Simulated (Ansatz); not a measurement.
## Geometry relaxation, with input and output: SiN2H8O (part 1 of 2)

SiN2H8O, computed with RKS PBE/6-31G* (Ansatz 0.2.0).

It belongs to a series of runs on one base structure; here: end point B relaxed. Figures and captions count atoms from 1; the log counts them from 0 in places.

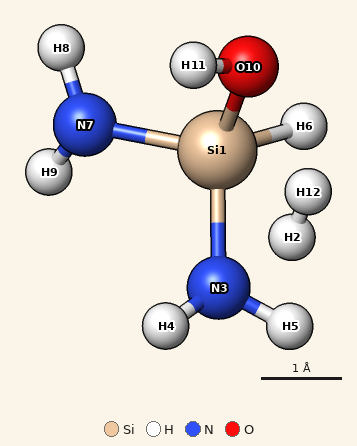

The starting structure (ball-and-stick view, seen at a tilt; atoms are numbered from 1 in the order of the input). Bond lengths as drawn: H–H 0.71 Å, H–N 1.02 Å, H–O 0.98 Å, H–Si 1.50 Å, N–Si 1.74 Å and O–Si 1.68 Å.

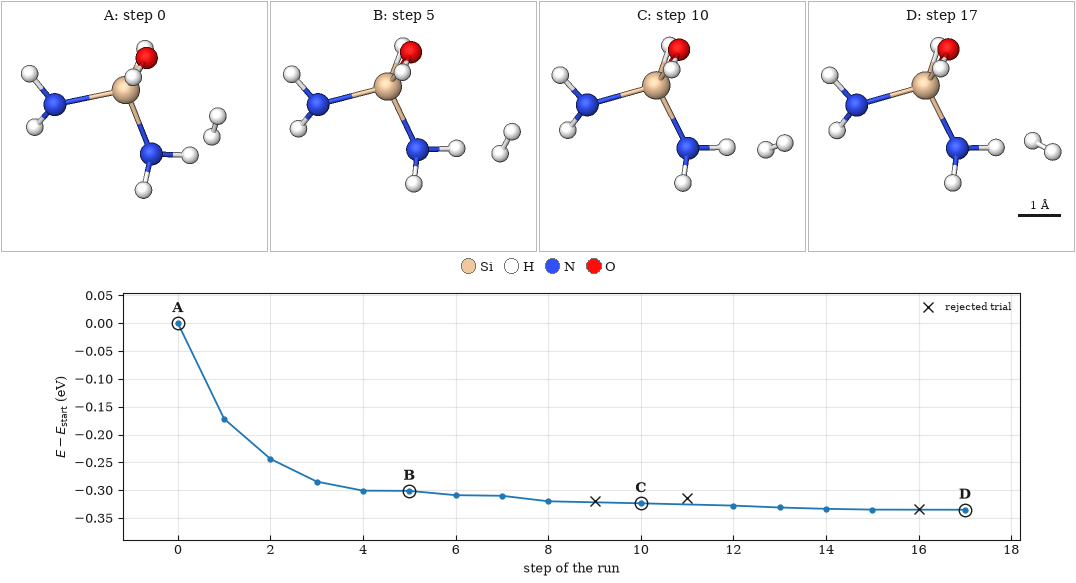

Frames of the relaxation (ball-and-stick view, seen at a tilt) above the curves, on which the letters mark them (the first geometry is step 0 here and step 1 in the log).

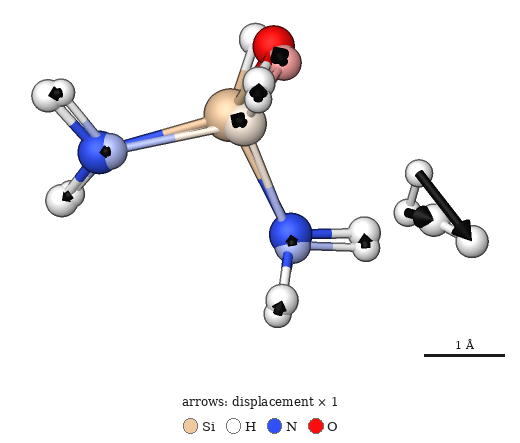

Start (faint) and end (solid) with the displacements as black arrows, at true length (ball-and-stick view, seen at a tilt). The two geometries are laid on each other by the best rigid fit. H12 moves most after the best rigid fit: 1.17 Å. By element the largest moves are H 1.17 Å, O 0.32 Å, Si 0.25 Å, N 0.14 Å. Distances before and after: H2–H12 0.713 → 0.752 Å. Among the angles that change: N3–Si1–O10 124.7° → 120.3°. After 17 geometry steps the energy has fallen by 0.335 eV. The largest force component goes from 1.5 to 0.0076 eV/Å. The line search rejected the trial steps at points 9, 11, 16 (counted from 0) and went back. (Atoms are counted from 1 in the order of the input.)

The input and output of the run follow.

**Input**
```yaml
crystal:
  periodic: [false, false, false]
  atoms:
    - { symbol: Si, position_ang: [-0.53181, -0.114958, -0.545509] }
    - { symbol: H, position_ang: [0.415043, 0.389806, 1.906281] }
    - { symbol: "N", position_ang: [1.186604, -0.1739, -0.297749] }
    - { symbol: H, position_ang: [1.612468, -0.951523, 0.208045] }
    - { symbol: H, position_ang: [1.690392, 0.694898, -0.120253] }
    - { symbol: H, position_ang: [-0.742651, 1.13758, -1.338492] }
    - { symbol: "N", position_ang: [-0.858209, -1.687052, -1.219333] }
    - { symbol: H, position_ang: [-1.823161, -1.933454, -1.440725] }
    - { symbol: H, position_ang: [-0.221184, -2.03331, -1.937611] }
    - { symbol: O, position_ang: [-1.669092, 0.081579, 0.676794] }
    - { symbol: H, position_ang: [-1.750299, -0.714114, 1.238756] }
    - { symbol: H, position_ang: [-0.182401, 0.54525, 2.263396] }
basis:
  gaussian: { orbitals: "6-31G*" }
hamiltonian:
  xc: pbe
relax:
  f_tol: 0.03
  max_steps: 50
```

Command:
```bash
ansatz run input.yaml --threads 1 --pin off --max-ram 2048MiB --backend cpu --events-out ev --progress --plain --runs-dir out
```

**Log**
```
The last accepted step is kept in [file] (removed where the run ends without a failure and the disk answers)
Engine: ansatz 0.2.0, aarch64-unknown-linux-gnu
Functional definition: PBE
  parameter kappa = 0.804
  parameter beta = 0.06672455060314922
  exchange = pbe_x(kappa = kappa, mu = beta*pi^2/3)
  correlation = pbe_c(beta = beta)
1069 factors; their error is unknown
mean field evaluation 1: about -13008.7620 eV, gradient 9.5e1 eV
mean field evaluation 2: about -12967.9306 eV, gradient 1.6e2 eV
mean field evaluation 4: about -13025.5235 eV, gradient 7.4e0 eV
mean field evaluation 8: about -13025.6332 eV, gradient 1.6e-1 eV
mean field evaluation 16: about -13025.5733 eV, gradient 4.2e-5 eV
mean field -13025.57328216 eV, -478.6809890687 hartree, gradient 4.2e-5 eV, S^2 0.000000; 0 other end points of the search recorded, 0 dependent functions left out
the calculation of the forces begins
reference -13025.57331496 eV, -478.6809902739 hartree; 22, 22 occupied and 58, 58 virtual orbitals, 1069 factors
relax step   1: F+E_penalty+E_count = -13025.57328216 eV  Δ(F+E_penalty+E_count) = +0.000e0 eV  max|allowed force component| = 1.451e0 eV/Å  Δτ_max = 0.0000 Å  (25 SCF iters, accepted)
these checks for a lower state are left out or cut short: starts, cluster_reference, orbital_swaps, neighbouring_geometries, increment
1069 factors; their error is unknown
mean field -13025.74522097 eV, -478.6873077034 hartree, gradient 7.7e-6 eV, S^2 0.000000; 0 other end points of the search recorded, 0 dependent functions left out
[... from here on the field's lines of each further geometry are left out, up to the last ...]
relax step   2: F+E_penalty+E_count = -13025.74522097 eV  Δ(F+E_penalty+E_count) = -1.719e-1 eV  max|allowed force component| = 2.418e-1 eV/Å  Δτ_max = 0.1941 Å  (28 SCF iters, accepted)
relax step   3: F+E_penalty+E_count = -13025.81711088 eV  Δ(F+E_penalty+E_count) = -7.189e-2 eV  max|allowed force component| = 1.374e-1 eV/Å  Δτ_max = 0.1929 Å  (28 SCF iters, accepted)
relax step   4: F+E_penalty+E_count = -13025.85792129 eV  Δ(F+E_penalty+E_count) = -4.081e-2 eV  max|allowed force component| = 1.445e-1 eV/Å  Δτ_max = 0.1999 Å  (29 SCF iters, accepted)
relax step   5: F+E_penalty+E_count = -13025.87416698 eV  Δ(F+E_penalty+E_count) = -1.625e-2 eV  max|allowed force component| = 1.196e-1 eV/Å  Δτ_max = 0.1999 Å  (29 SCF iters, accepted)
relax step   6: F+E_penalty+E_count = -13025.87454186 eV  Δ(F+E_penalty+E_count) = -3.749e-4 eV  max|allowed force component| = 2.141e-1 eV/Å  Δτ_max = 0.0868 Å  (29 SCF iters, accepted)
relax step   7: F+E_penalty+E_count = -13025.88229572 eV  Δ(F+E_penalty+E_count) = -7.754e-3 eV  max|allowed force component| = 1.220e-1 eV/Å  Δτ_max = 0.1997 Å  (29 SCF iters, accepted)
relax step   8: F+E_penalty+E_count = -13025.88336947 eV  Δ(F+E_penalty+E_count) = -1.074e-3 eV  max|allowed force component| = 5.222e-1 eV/Å  Δτ_max = 0.0749 Å  (30 SCF iters, accepted)
relax step   9: F+E_penalty+E_count = -13025.89329466 eV  Δ(F+E_penalty+E_count) = -9.925e-3 eV  max|allowed force component| = 9.071e-2 eV/Å  Δτ_max = 0.1091 Å  (30 SCF iters, accepted)
relax step  10: F+E_penalty+E_count = -13025.89198157 eV  Δ(F+E_penalty+E_count) = +1.313e-3 eV  max|allowed force component| = 6.990e-1 eV/Å  Δτ_max = 0.0758 Å  (30 SCF iters, rejected (line search))
relax step  11: F+E_penalty+E_count = -13025.89690701 eV  Δ(F+E_penalty+E_count) = -3.612e-3 eV  max|allowed force component| = 4.810e-2 eV/Å  Δτ_max = 0.0376 Å  (30 SCF iters, accepted)
relax step  12: F+E_penalty+E_count = -13025.88764694 eV  Δ(F+E_penalty+E_count) = +9.260e-3 eV  max|allowed force component| = 9.643e-1 eV/Å  Δτ_max = 0.0981 Å  (30 SCF iters, rejected (line search))
relax step  13: F+E_penalty+E_count = -13025.90103229 eV  Δ(F+E_penalty+E_count) = -4.125e-3 eV  max|allowed force component| = 8.151e-2 eV/Å  Δτ_max = 0.0490 Å  (29 SCF iters, accepted)
relax step  14: F+E_penalty+E_count = -13025.90444545 eV  Δ(F+E_penalty+E_count) = -3.413e-3 eV  max|allowed force component| = 8.019e-2 eV/Å  Δτ_max = 0.0500 Å  (30 SCF iters, accepted)
relax step  15: F+E_penalty+E_count = -13025.90684277 eV  Δ(F+E_penalty+E_count) = -2.397e-3 eV  max|allowed force component| = 6.185e-2 eV/Å  Δτ_max = 0.0750 Å  (30 SCF iters, accepted)
relax step  16: F+E_penalty+E_count = -13025.90825319 eV  Δ(F+E_penalty+E_count) = -1.410e-3 eV  max|allowed force component| = 1.280e-2 eV/Å  Δτ_max = 0.0689 Å  (30 SCF iters, accepted)
relax step  17: F+E_penalty+E_count = -13025.90725852 eV  Δ(F+E_penalty+E_count) = +9.947e-4 eV  max|allowed force component| = 2.466e-1 eV/Å  Δτ_max = 0.0595 Å  (30 SCF iters, rejected (line search))
the calculation of the forces begins
reference -13025.90849851 eV, -478.6933080423 hartree; 22, 22 occupied and 58, 58 virtual orbitals, 1069 factors
relax step  18: F+E_penalty+E_count = -13025.90846402 eV  Δ(F+E_penalty+E_count) = -2.108e-4 eV  max|allowed force component| = 7.640e-3 eV/Å  Δτ_max = 0.0292 Å  (23 SCF iters, accepted)
1069 factors; their error is unknown
mean field -13025.90846402 eV, -478.6933067747 hartree, gradient 2.3e-5 eV, S^2 0.000000; 1 other end points of the search recorded, 0 dependent functions left out
the calculation of the forces begins
reference -13025.90849851 eV, -478.6933080423 hartree; 22, 22 occupied and 58, 58 virtual orbitals, 1069 factors
Total energy: -13025.90849851 eV, -478.6933080423 hartree
Atom 0 at    -0.604234    -0.144776    -0.784538 Å, force     0.003576    -0.003302    -0.004055 eV/Å
Atom 1 at     0.387631     0.453165     2.436919 Å, force    -0.001302    -0.000247     0.007640 eV/Å
Atom 2 at     1.075333    -0.114836    -0.354063 Å, force     0.005551    -0.001317    -0.004765 eV/Å
Atom 3 at     1.462769    -0.837735     0.252869 Å, force    -0.001114     0.001505     0.003376 eV/Å
Atom 4 at     1.533195     0.782531    -0.196128 Å, force    -0.001077     0.001557     0.000379 eV/Å
Atom 5 at    -0.790804     1.005555    -1.724107 Å, force    -0.001664    -0.000189    -0.000770 eV/Å
Atom 6 at    -0.854510    -1.783795    -1.312756 Å, force    -0.001503    -0.001561     0.000584 eV/Å
Atom 7 at    -1.800186    -2.074467    -1.562869 Å, force    -0.000500     0.001237    -0.001721 eV/Å
Atom 8 at    -0.175262    -2.177053    -1.965506 Å, force     0.000783    -0.000384     0.001280 eV/Å
Atom 9 at    -1.781969     0.171631     0.374097 Å, force    -0.004756     0.005778     0.007151 eV/Å
Atom 10 at    -1.840986    -0.529672     1.052173 Å, force     0.002202    -0.001738    -0.001965 eV/Å
Atom 11 at     0.514724     0.490255     3.177509 Å, force    -0.000193    -0.001340    -0.007134 eV/Å
Dipole moment:     0.192515    -0.361014     0.051064 e Å
```

**Trajectory as extended XYZ (Å, eV, eV/Å), 18 frames, from step=1 to step=18**
```
12
Properties=species:S:1:pos:R:3:forces:R:3 step=1 energy=-13025.57328
Si   -0.5318   -0.1150   -0.5455   -0.1510  -0.1048  -0.4573
H     0.4150    0.3898    1.9063    1.4509  -0.2334  -0.3131
N     1.1866   -0.1739   -0.2977    0.0049  -0.0061  -0.0074
H     1.6125   -0.9515    0.2080   -0.0141  -0.0029   0.0038
H     1.6904    0.6949   -0.1203    0.0060   0.0120  -0.0025
H    -0.7427    1.1376   -1.3385    0.0034   0.0009   0.0033
N    -0.8582   -1.6871   -1.2193    0.0022   0.0157   0.0136
H    -1.8232   -1.9335   -1.4407   -0.0021  -0.0062  -0.0078
H    -0.2212   -2.0333   -1.9376   -0.0030  -0.0030  -0.0083
O    -1.6691    0.0816    0.6768   -0.2856  -0.0995  -0.2535
H    -1.7503   -0.7141    1.2388   -0.0098   0.0035  -0.0181
H    -0.1824    0.5453    2.2634   -1.0017   0.4238   1.0473
12
Properties=species:S:1:pos:R:3:forces:R:3 step=2 energy=-13025.74522
Si   -0.5520   -0.1228   -0.5942    0.0092  -0.0679  -0.1343
H     0.5254    0.4184    2.0635    0.1838   0.0123   0.1445
N     1.1643   -0.1733   -0.3081   -0.0536   0.0133   0.0126
H     1.5869   -0.9491    0.2043   -0.0455   0.0065  -0.0201
H     1.6666    0.6965   -0.1271   -0.0338  -0.0047  -0.0152
H    -0.7524    1.1363   -1.3756   -0.0086  -0.0057  -0.0691
N    -0.8616   -1.7043   -1.2449    0.0251   0.0076  -0.0506
H    -1.8249   -1.9563   -1.4655   -0.0113  -0.0224  -0.0257
H    -0.2197   -2.0522   -1.9569   -0.0008  -0.0417  -0.0427
O    -1.7172    0.0670    0.6050   -0.0383  -0.0513   0.0385
H    -1.7674   -0.7095    1.1999   -0.0052   0.0694  -0.0796
H    -0.1223    0.5902    2.3932   -0.0210   0.0845   0.2418
12
Properties=species:S:1:pos:R:3:forces:R:3 step=3 energy=-13025.81711
Si   -0.5612   -0.1345   -0.6392    0.0467  -0.0446  -0.0125
H     0.5690    0.4599    2.2467   -0.0547   0.0420   0.1374
N     1.1532   -0.1792   -0.3411   -0.0639   0.0261   0.0557
H     1.5733   -0.9519    0.1781   -0.0500   0.0076  -0.0217
H     1.6523    0.6924   -0.1598   -0.0443  -0.0069  -0.0127
H    -0.7599    1.1211   -1.4263   -0.0159  -0.0085  -0.0794
N    -0.8668   -1.7206   -1.2792    0.0186   0.0080  -0.0518
H    -1.8305   -1.9762   -1.4937   -0.0094  -0.0267  -0.0314
H    -0.2266   -2.0723   -1.9909   -0.0037  -0.0412  -0.0433
O    -1.7257    0.0630    0.5612    0.0432  -0.0693   0.1190
H    -1.7642   -0.7044    1.1706   -0.0004   0.1100  -0.1123
H    -0.0873    0.6435    2.5672    0.1338   0.0036   0.0530
12
Properties=species:S:1:pos:R:3:forces:R:3 step=4 energy=-13025.85792
Si   -0.5702   -0.1539   -0.6892   -0.0766   0.0384  -0.1445
H     0.6248    0.4924    2.4295    0.1216  -0.0270  -0.0079
N     1.1284   -0.1769   -0.3531    0.1031  -0.0111   0.0053
H     1.5299   -0.9402    0.1938   -0.0018   0.0276  -0.0137
H     1.5997    0.7063   -0.1543   -0.0027  -0.0294  -0.0007
H    -0.7814    1.0659   -1.5381    0.0003  -0.0342   0.0652
N    -0.8765   -1.7400   -1.3381   -0.0213  -0.0027   0.0644
H    -1.8398   -1.9999   -1.5509   -0.0059  -0.0020  -0.0133
H    -0.2414   -2.1001   -2.0513    0.0073   0.0263   0.0119
O    -1.6879    0.0850    0.5464   -0.0508  -0.1125  -0.0264
H    -1.7394   -0.6856    1.1485    0.0080   0.0791  -0.0429
H    -0.0205    0.6879    2.7503   -0.0810   0.0475   0.1027
12
Properties=species:S:1:pos:R:3:forces:R:3 step=5 energy=-13025.87417
Si   -0.5939   -0.1539   -0.7473   -0.0371   0.0006   0.1127
H     0.6949    0.4507    2.5838    0.0062  -0.0039  -0.0018
N     1.1063   -0.1629   -0.3901    0.0071   0.0705   0.0007
H     1.5027   -0.9206    0.1666   -0.0279  -0.0410   0.0063
H     1.5599    0.7218   -0.1599   -0.0059   0.0114  -0.0345
H    -0.8182    1.0367   -1.6259    0.0258   0.0077  -0.0104
N    -0.8723   -1.7688   -1.3323   -0.0254   0.0002  -0.0295
H    -1.8253   -2.0285   -1.5915    0.0217  -0.0080   0.0044
H    -0.2069   -2.1245   -2.0201   -0.0073  -0.0295  -0.0149
O    -1.7297    0.1205    0.4675    0.0344  -0.1196   0.0267
H    -1.7628   -0.6151    1.1149    0.0069   0.1020  -0.0931
H     0.0712    0.6854    2.9279    0.0016   0.0096   0.0333
```
